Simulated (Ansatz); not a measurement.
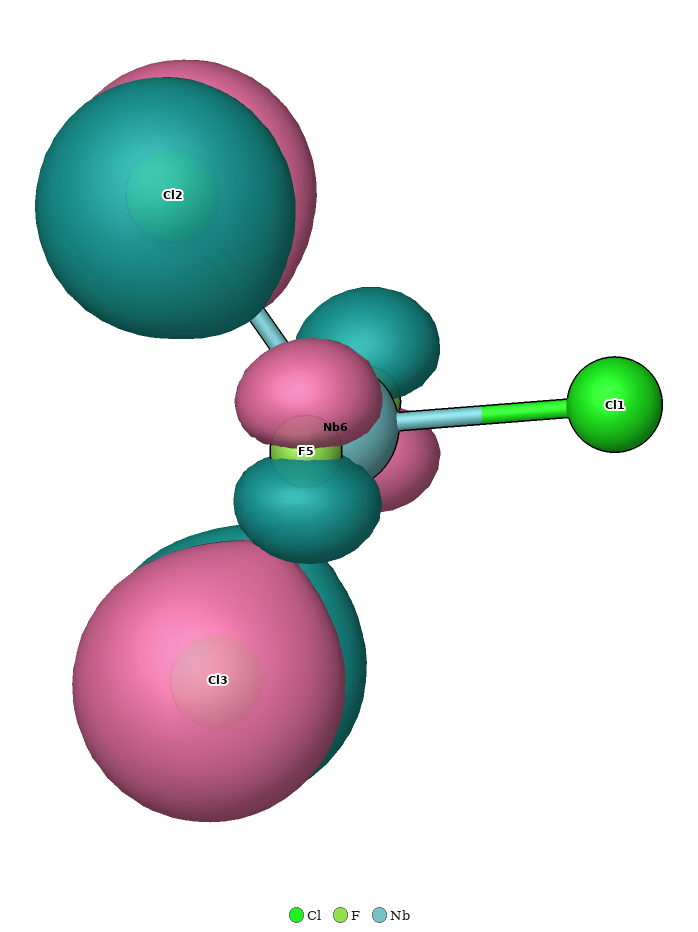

*Cl$_{3}$F$_{2}$Nb (SMILES [F][Nb]([F])([Cl])([Cl])[Cl]). The HOMO at ±0.1 Å⁻³ᐟ² (teal and pink are the two phases), seen across its widest extent.*

Geometry: PBE0-D4/def2-SVP; core potentials replace the inner electrons of Nb.

These are results of Ansatz, isolated molecule in a Gaussian basis; Kohn-Sham density functional theory, functional PBE0, not measurements.

The calculation's input:

```
crystal:
  periodic: [false, false, false]
  atoms:
    - {symbol: Cl, position_ang: [0.016049, -2.314187, -0.159311]}
    - {symbol: Cl, position_ang: [1.008811, 1.107314, -1.815398]}
    - {symbol: Cl, position_ang: [-0.756190, 1.062669, 1.694109]}
    - {symbol: F, position_ang: [-1.574522, 0.030169, -0.929612]}
    - {symbol: F, position_ang: [1.753649, -0.126502, 0.742507]}
    - {symbol: Nb, position_ang: [0.089559, -0.048110, -0.093540]}
basis:
  gaussian:
    orbitals: def2-TZVPD
hamiltonian:
  xc: {name: PBE0}
output: {forces: true, orbitals: {seedname: orbitals}}
```

Run with:

```sh
ansatz run input.yaml --threads 2 --pin off --max-ram 5220MiB --events-out events.jsonl --progress --plain --runs-dir runs
```

Question: What is the character of this orbital?

Answer: By Hirshfeld shares it lies mainly on Cl3 (about 45 %), Cl2 (about 35 %), F4 (about 10 %) and F5 (about 10 %); largely a combination of lone pairs on Cl3, Cl2, F4 and F5. It is one of a degenerate set, so its orientation is arbitrary. Its energy is −10.12 eV.
